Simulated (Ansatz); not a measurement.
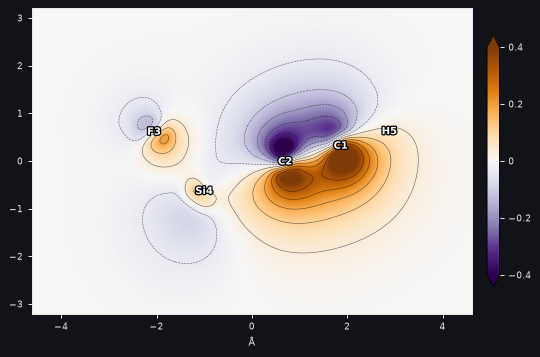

Figure 1: C2H2FSi (SMILES C#C[SiH]F) (doublet). The HOMO (β) on the plane of atoms C2, Si4 and F3 (values in Å⁻³ᐟ²; the overall sign is arbitrary).

Geometry: B3LYP/6-31G*.

Level of theory: isolated molecule in a Gaussian basis; Kohn-Sham density functional theory, functional PBE0 in Ansatz 0.2.0.

```xyz
6

C    -1.5652   -0.3522   -0.1287
C    -0.4492    0.1262   -0.2274
F     2.3504   -0.1652   -0.3130
Si    1.1539    0.8887   -0.5937
H    -2.5385   -0.7759   -0.0100
H     1.3616    2.0910    0.2625
```

> Where does this orbital lie, and at what energy?

It lies mainly on C2 (about 45 %) and C1 (about 45 %); π-bonding across C2–C1. Its energy is −8.78 eV.
